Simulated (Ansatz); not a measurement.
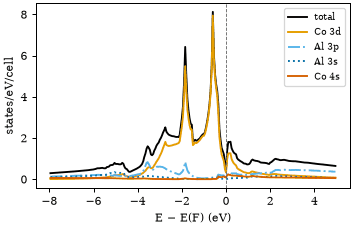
Fig. 1. Total and projected density of states of AlCo (rock salt, space group No. 225), the program Ansatz at the r²SCAN level (PAW)

### Question
Which orbitals carry the states next to the Fermi level?

### Answer
Within 0.5 eV of the Fermi level: Co 3d 80 %, Al 3p 10 %, Co 4s 7 %. Projections are on Löwdin-orthogonalised atomic valence shells; empty p or d shells of many metals are not among them.

### Question
Where is the tallest occupied peak in this window, and what makes it?

### Answer
Near -0.6 eV, about 8.1 states/eV per cell; the largest projected share is Co 3d.

Space group Fm-3m (rock salt). The start of the workflow was typed in or built on a structure type; neither database checked (COD, Materials Project) lists it. Whether it is the stable phase at ambient conditions was not checked. The cell was relaxed with r²SCAN under the symmetry of its start. At this level the phase is mechanically unstable. The workflow began spin-polarised and lost its moments. The cell computed holds one magnetic atom, so no antiferromagnetic order was within reach. Its formation energy is positive at this level, so the cell may be metastable or incomplete.

Potentials: the earlier of the program's two PAW sets.
